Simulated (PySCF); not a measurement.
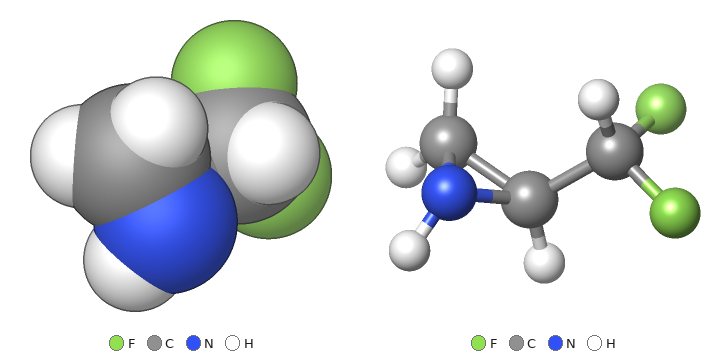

The same structure drawn twice, from different directions.

Computed geometry: GFN2-xTB optimisation. No frequency run is at hand to confirm it as a minimum.

Which formula does it have?

C3H5F2N, 11 atoms: 3 carbon, 5 hydrogen, 2 fluorine and 1 nitrogen.

Name functional groups in it.

Among them: secondary amine, C–F bond.

Count the bonded pairs by element.

4 C–H, 2 C–F, 2 C–C, 2 C–N, 1 N–H.

More results for the same structure follow; atom numbers are the same in all pictures, views and colours differ.

**Shape**

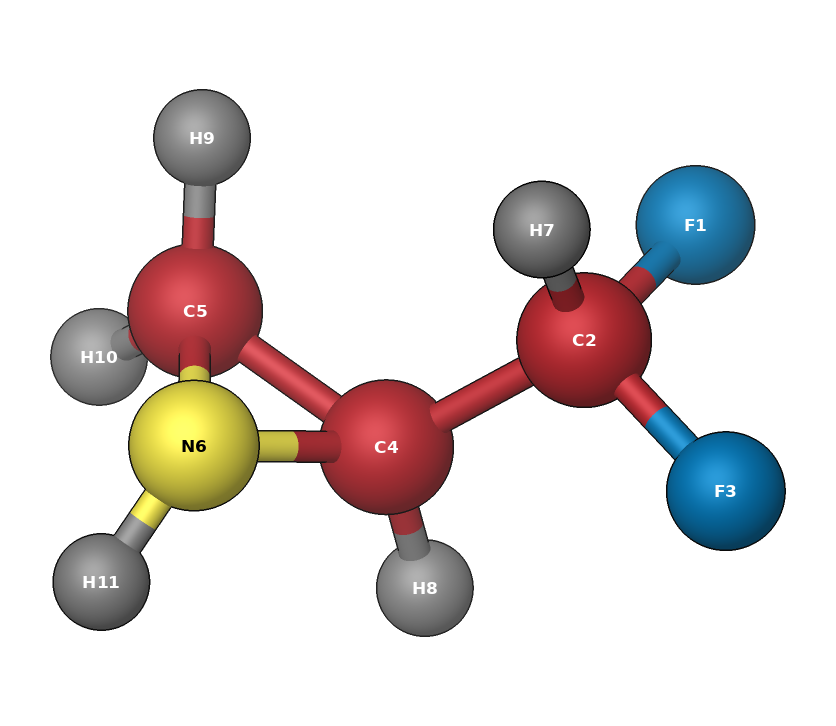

The atoms are numbered. No frequency run is at hand to confirm it as a minimum.

Estimate the angles F1–C2–C4, F1–C2–H7, C2–C4–N6, F3–C2–C4, F3–C2–H7, C4–C2–H7, C4–C5–N6, C4–N6–C5, C5–C4–H8, C5–N6–H11, N6–C5–H9, N6–C5–H10.

| angle | degrees |
| --- | --- |
| F1–C2–C4 | 110.9 |
| F1–C2–H7 | 108.4 |
| C2–C4–N6 | 115.2 |
| F3–C2–C4 | 111.0 |
| F3–C2–H7 | 108.4 |
| C4–C2–H7 | 112.3 |
| C4–C5–N6 | 59.1 |
| C4–N6–C5 | 61.8 |
| C5–C4–H8 | 119.2 |
| C5–N6–H11 | 115.2 |
| N6–C5–H9 | 114.8 |
| N6–C5–H10 | 120.3 |

**Excitation**

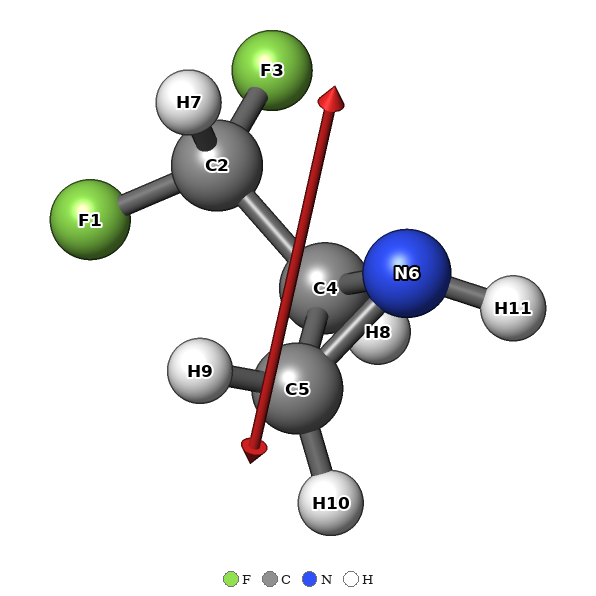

The double arrow shows the direction of the transition dipole to excited singlet state 3 (its length means nothing). No frequency run is at hand to confirm it as a minimum. Properties computed with TDDFT PBE0/def2-SVPD, vertical, gas phase, core orbitals frozen in the response (PySCF 2.14.0).

Give its energy, strength and character.

8.06 eV (154 nm), oscillator strength 0.082, mainly HOMO → LUMO+3 (weight 0.92); transition dipole 1.63 D.

**Charges**

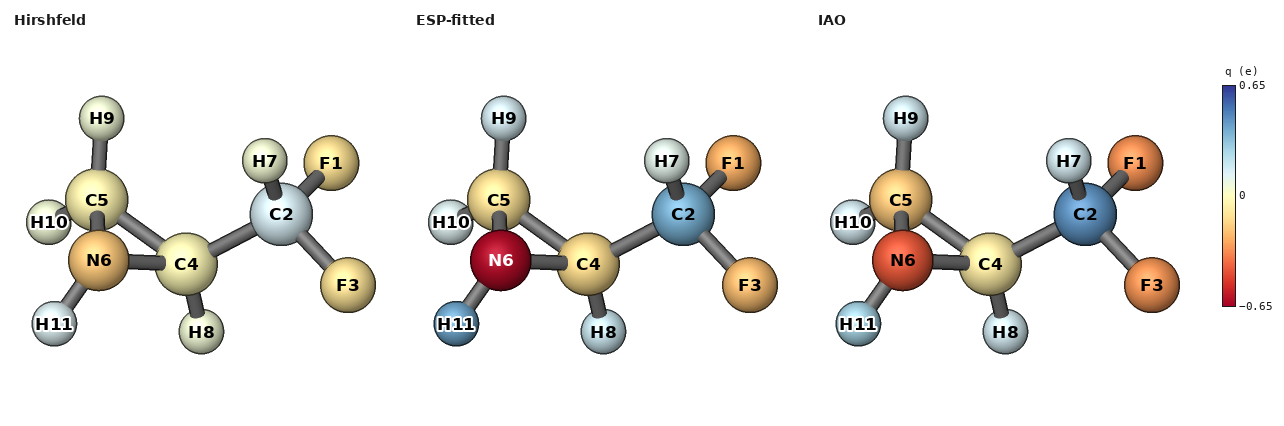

Atomic charges of one calculation by 3 schemes, on one colour scale. No frequency run is at hand to confirm it as a minimum. Computed with PBE0/pcSseg-1 (PySCF 2.14.0).

On which atom do the schemes disagree most?

On N6 (from −0.61 to −0.19 e).

List the charges (e), one line for each set of equivalent atoms.

| atom | Hirshfeld | ESP-fitted | IAO |
| --- | --- | --- | --- |
| F1 | −0.12 | −0.24 | −0.31 |
| C2 | 0.15 | 0.38 | 0.45 |
| F3 | −0.11 | −0.21 | −0.30 |
| C4 | −0.02 | −0.14 | −0.08 |
| C5 | −0.04 | −0.12 | −0.19 |
| N6 | −0.19 | −0.61 | −0.43 |
| H7 | 0.05 | 0.11 | 0.15 |
| H8 | 0.05 | 0.17 | 0.15 |
| H9 | 0.05 | 0.15 | 0.15 |
| H10 | 0.06 | 0.12 | 0.15 |
| H11 | 0.13 | 0.40 | 0.26 |

**NMR shielding**

The questions are on isotropic NMR shieldings of the C atoms. No frequency run is at hand to confirm it as a minimum. Properties computed with GIAO PBE0/pcSseg-1 NMR shielding, non-relativistic, gas phase (PySCF 2.14.0).

List the isotropic NMR shieldings of the C atoms.

```tsv
atom	σ (ppm)
C2	58.5
C4	155.1
C5	166.6
```
